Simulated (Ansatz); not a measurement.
**One shape, several levels: CH4F2Si (SMILES C[SiH](F)F)**

Aim: a comparison of 6 runs (PBE-QIDH/cc-pVDZ, r2SCAN0/cc-pVDZ, revPBE/cc-pVDZ, wB97M-V/cc-pVDZ, MP2/cc-pVDZ, BCCD(T)/cc-pVDZ) of CH4F2Si. 

Program for the calculation: Ansatz 0.2.0.

61 further runs of the same task are left out: 1 that didn't finish, 60 set aside as unsound or not needed.

## 1. Starting point

The species is CH4F2Si (8 atoms), meant as a singlet with charge 0. As SMILES, `C[SiH](F)F`. The C1–Si2 distance was set to 2.392 Å, away from the relaxed value.

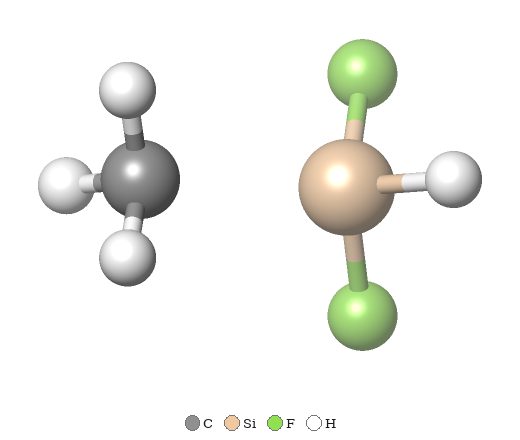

Viewed from a chosen angle; carbon grey, silicon light orange, fluorine green, hydrogen white.

## 2. A single-point energy at PBE-QIDH/cc-pVDZ (run 1)

File job.yaml:

```yaml
crystal:
  periodic: [false, false, false]
  atoms:
    - {symbol: C, position_ang: [-0.602015, 1.378759, -0.281288]}
    - {symbol: Si, position_ang: [0.329300, -0.775200, 0.180600]}
    - {symbol: F, position_ang: [1.916300, -0.678300, 0.226700]}
    - {symbol: F, position_ang: [-0.035400, -1.783900, -0.994000]}
    - {symbol: H, position_ang: [-0.228315, 1.766059, -1.231988]}
    - {symbol: H, position_ang: [-0.337615, 2.088059, 0.506712]}
    - {symbol: H, position_ang: [-1.691715, 1.321459, -0.337988]}
    - {symbol: H, position_ang: [-0.118100, -1.385700, 1.449000]}
basis:
  gaussian: {orbitals: cc-pVDZ}
correlation: {frozen_orbitals: {C: 1, F: 1, H: 0, Si: 5}}
output: {orbitals: {seedname: orbitals}}
accuracy: high
hamiltonian: {xc: {name: PBE-QIDH}}
```

Launch:

```console
ansatz run job.yaml --threads 1 --pin off --max-ram 3480MiB --events-out events.jsonl --progress --plain --runs-dir runs
```

The log of the run:

```text
Warning: RAYON_NUM_THREADS=1 ignored (pool sized by the plan → 1); use --threads N
Functional definition: PBE-QIDH
  name "PBE-QIDH"
  parameter a = 3^(-1/3)
  parameter c = 1/3
  exchange = (1 - a)*pbe_x + a*exact_x
  correlation = (1 - c)*pbe_c + c*(mp2_os + mp2_ss)
1800 factors; integrals over basis functions are off by at most 3.5e-9 eV
mean field evaluation 1: about -14391.1727 eV, gradient 4.1e1 eV
mean field evaluation 2: about -14391.2180 eV, gradient 4.1e1 eV
mean field evaluation 4: about -14394.6910 eV, gradient 2.0e0 eV
mean field evaluation 8: about -14394.7081 eV, gradient 2.7e-2 eV
mean field evaluation 16: about -14394.7081 eV, gradient 2.9e-6 eV
mean field -14394.70808737 eV, -528.9957651273 hartree, gradient 2.2e-8 eV, S^2 0.000000; 0 other end points of the search recorded, 0 dependent functions left out
8 core orbitals not correlated: weight in the atoms' cores, before any rotation towards them, 1.000 or more for the frozen orbitals, at most 0.000 for the correlated occupied ones
reference -14394.70808833 eV, -528.9957651626 hartree; 13, 13 occupied and 59, 59 virtual orbitals, 1800 factors
second order -18.89733897 eV of doubles, -0.00000000 eV of singles
Total energy: -14401.00720132 eV, -529.2272532952 hartree
```

Wall time 9.9 s (1 thread of Arm Neoverse V1, shared host); peak memory 0.25 GiB.

## 3. The energy at r2SCAN0/cc-pVDZ (run 2)

File run.yaml:

```yaml
crystal:
  periodic: [false, false, false]
  atoms:
    - {symbol: C, position_ang: [-0.602015, 1.378759, -0.281288]}
    - {symbol: Si, position_ang: [0.329300, -0.775200, 0.180600]}
    - {symbol: F, position_ang: [1.916300, -0.678300, 0.226700]}
    - {symbol: F, position_ang: [-0.035400, -1.783900, -0.994000]}
    - {symbol: H, position_ang: [-0.228315, 1.766059, -1.231988]}
    - {symbol: H, position_ang: [-0.337615, 2.088059, 0.506712]}
    - {symbol: H, position_ang: [-1.691715, 1.321459, -0.337988]}
    - {symbol: H, position_ang: [-0.118100, -1.385700, 1.449000]}
basis:
  gaussian:
    orbitals: cc-pVDZ
magnetization:
  spin_polarized: false
hamiltonian:
  xc: {name: r2SCAN0}
accuracy: high
output: {orbitals: {seedname: orbitals}}
```

Launch:

```console
ansatz run run.yaml --threads 1 --pin off --max-ram 3480MiB --events-out events.jsonl --progress --plain --runs-dir runs
```

The log of the run:

```text
Warning: RAYON_NUM_THREADS=1 ignored (pool sized by the plan → 1); use --threads N
Functional definition: r2SCAN0
  name "r2SCAN0"
  parameter a = 0.25
  parameter k0 = 0.174
  parameter k1 = 0.065
  parameter a1 = 4.9479
  exchange = (1 - a)*r2scan_x(k0 = k0, k1 = k1, a1 = a1) + a*exact_x
  correlation = r2scan_c
1800 factors; integrals over basis functions are off by at most 3.5e-9 eV
mean field evaluation 1: about -14405.4181 eV, gradient 5.1e1 eV
mean field evaluation 2: about -14402.1069 eV, gradient 6.2e1 eV
mean field evaluation 4: about -14410.9397 eV, gradient 1.2e0 eV
mean field evaluation 8: about -14411.1059 eV, gradient 8.4e-2 eV
mean field evaluation 16: about -14411.1059 eV, gradient 3.9e-6 eV
mean field -14411.10590810 eV, -529.5983739244 hartree, gradient 3.2e-8 eV, S^2 0.000000; 0 other end points of the search recorded, 0 dependent functions left out
reference -14411.10590870 eV, -529.5983739465 hartree; 21, 21 occupied and 59, 59 virtual orbitals, 1800 factors
Total energy: -14411.10590870 eV, -529.5983739465 hartree
```

Wall time 13 s (1 thread of Arm Neoverse V1, shared host); peak memory 0.3 GiB.

Runs 3 to 5 aren't shown in full; the table further down has their settings and results.

## 4. The energy at BCCD(T)/cc-pVDZ (run 6)

run.yaml: that of step 3 with these lines changed.

```diff
@@ -12,9 +12,5 @@
 basis:
-  gaussian:
-    orbitals: cc-pVDZ
-magnetization:
-  spin_polarized: false
-hamiltonian:
-  xc: {name: r2SCAN0}
+  gaussian: {orbitals: cc-pVDZ}
+correlation: {method: bccd_t, frozen_orbitals: {C: 1, F: 1, H: 0, Si: 5}}
 accuracy: high
-output: {orbitals: {seedname: orbitals}}
+scf: {omitted_lower_state_checks: [cluster_reference, increment]}
```

Launch:

```console
ansatz run run.yaml --threads 1 --pin off --max-ram 3480MiB --events-out events.jsonl --progress --plain --runs-dir runs
```

The log of the run (excerpt; [...] marks lines left out):

```text
Warning: RAYON_NUM_THREADS=1 ignored (pool sized by the plan → 1); use --threads N
Functional definition: HF
  name "HF"
[...]
1800 factors; integrals over basis functions are off by at most 3.5e-9 eV
[...]
mean field -14369.98665616 eV, -528.0872692869 hartree, gradient 7.0e-8 eV, S^2 0.000000; 0 other end points of the search recorded, 0 dependent functions left out
8 core orbitals not correlated: weight in the atoms' cores, before any rotation towards them, 1.000 or more for the frozen orbitals, at most 0.000 for the correlated occupied ones
reference -14369.98665616 eV, -528.0872692869 hartree; 13, 13 occupied and 59, 59 virtual orbitals, 1800 factors
second order -16.81745948 eV of doubles, -0.00000000 eV of singles
cycle   1  -17.18051375 eV  change   -3.6e-1 eV  update   9.6e-2
[...]
cycle  19  -17.66720776 eV  change    2.2e-9 eV  update   3.2e-9
perturbative correction -0.40414396 eV, -0.0148520164 hartree
Total energy: -14388.05800787 eV, -528.7513792132 hartree
Checks for a lower state left out: cluster_reference, increment
```

Wall time 22 s (1 thread of Arm Neoverse V1, shared host); peak memory 0.56 GiB.

## 5. The series

```
run             level  frozen core orbitals  energy (Eh)  HOMO energy (eV)  LUMO energy (eV)  HOMO–LUMO gap (eV)  wall time
  1  PBE-QIDH/cc-pVDZ                     8  -529.227253            -10.15              2.04               12.19      9.9 s
  2   r2SCAN0/cc-pVDZ                     –  -529.598374             -8.41              0.20                8.61       13 s
  3    revPBE/cc-pVDZ                     –  -529.620755             -6.89             -0.81                6.07      6.6 s
  4   wB97M-V/cc-pVDZ                     –  -529.666814            -10.26              2.02               12.27       65 s
  5       MP2/cc-pVDZ                     8  -528.705300                 –                 –                   –      3.3 s
  6   BCCD(T)/cc-pVDZ                     8  -528.751379                 –                 –                   –       22 s
```

## 6. Outcome

| quantity | value |
| --- | --- |
| run 6: total energy | -528.75138 Eh |
| run 6: correlation energy (8 core orbitals frozen) | -664.1 mEh |
| run 6: (T) correction | -14.85 mEh |

What this shows: Over runs 1, 2, 3, 4 the HOMO–LUMO gap runs from 6.07 eV (revPBE/cc-pVDZ) to 12.27 eV (wB97M-V/cc-pVDZ). Totals of different functionals can't be ranked against each other. All runs together took 2 min, the longest 65 s.
